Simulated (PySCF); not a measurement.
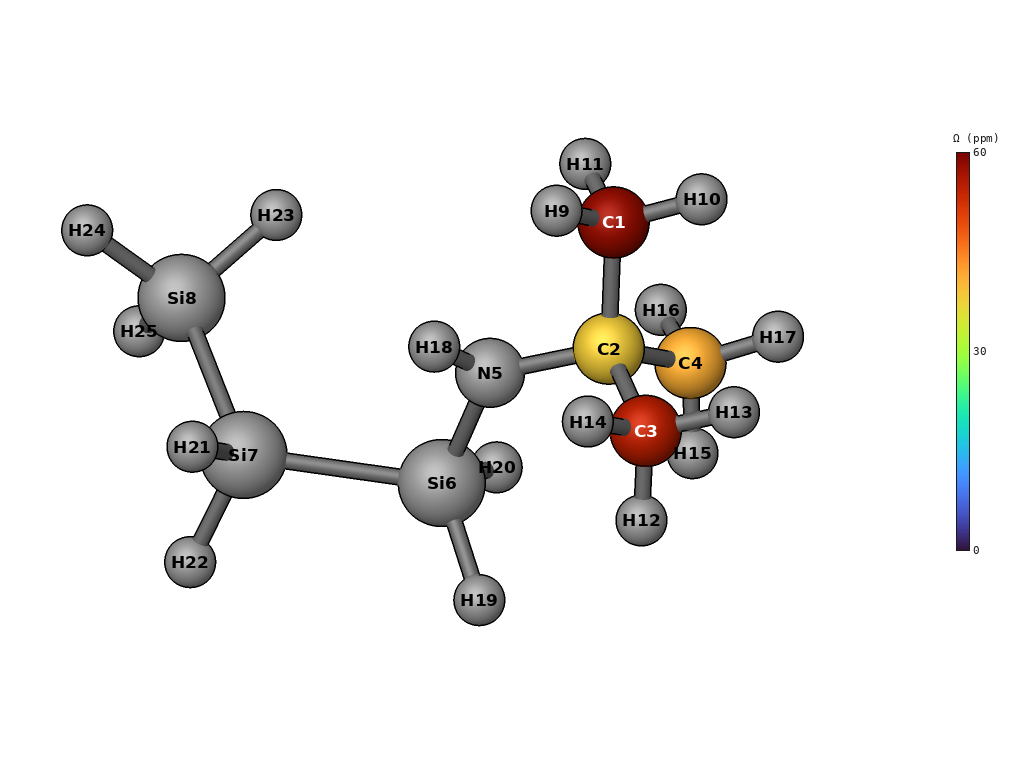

The C atoms are coloured by the span of their shielding tensor. The computed structure is the end point of a GFN2-xTB optimisation. No frequency run is at hand to confirm it as a minimum. Properties computed with GIAO PBE0/pcSseg-1 NMR shielding, non-relativistic, gas phase (PySCF 2.14.0). Principal shieldings σ11 ≤ σ22 ≤ σ33, span Ω = σ33 − σ11, skew κ = 3(σiso − σ22)/Ω.

Give the shielding tensors of the C atoms.

```csv
atom,σ11,σ22,σ33,σiso,Ω,κ
C1,128.5,135.2,186.1,149.9,57.7,0.76
C2,119.9,130.8,158.1,136.3,38.1,0.43
C3,130.8,145.0,185.4,153.7,54.7,0.48
C4,139.5,148.3,180.5,156.1,41.0,0.57
```

Shieldings and span in ppm.

The geometry is semi-empirical. Around Si such bond lengths and angles can be off by a tenth of an ångström or more and by several degrees, and values that hang on the shape move with them.
